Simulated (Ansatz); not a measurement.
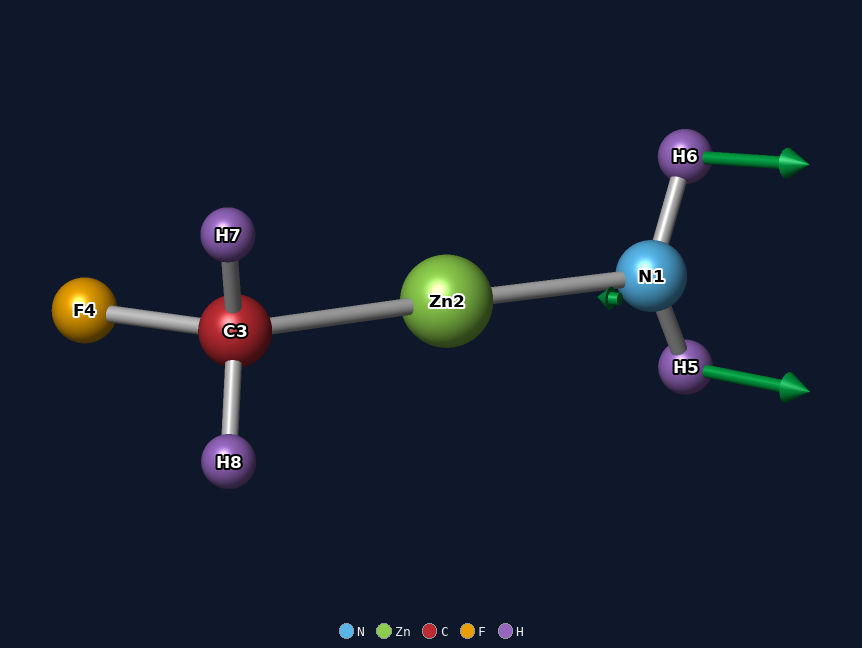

The arrows show one normal mode. Harmonic vibrations computed with RKS PBE0-D4/def2-TZVP (Ansatz 0.2.0) at a stationary point of the same level.

Describe the motion.

Mostly H–N–Zn bending.

Estimate its harmonic wavenumber.

340 cm⁻¹; it is mode 5 of 18 counted from the lowest.
